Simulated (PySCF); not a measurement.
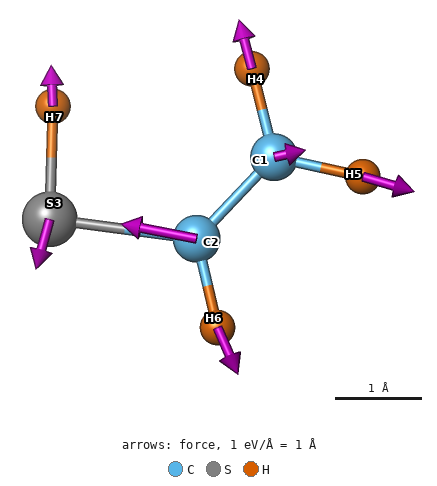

Starting geometry of C$_{2}$H$_{4}$S with the computed forces as purple arrows. Style: ball-and-stick. Shown face on.

The start comes from GFN2-xTB.

Theory: PBE0-D3(BJ)/def2-SVP geometry optimisation, gas phase (PySCF). 

### What follows when this structure is relaxed?

It isn't relaxed: the largest force vector, on C2, is 0.92 eV/Å. The final displacements follow the starting forces only in part (cosine between the two patterns 0.40). After 4 geometry steps the energy has fallen by 3.51 kJ/mol. The atom that moves furthest after the best rigid fit is H7 (0.068 Å). By element the largest moves are H 0.068 Å, S 0.029 Å, C 0.024 Å. Some distances before and after: S3–H7 1.333 → 1.351 Å, C2–H6 1.078 → 1.096 Å, C1–H4 1.077 → 1.094 Å, C1–C2 1.321 → 1.336 Å. Bond angles that change, for instance: C1–C2–S3 125.7° → 128.5°, C1–C2–H6 123.0° → 120.5°.
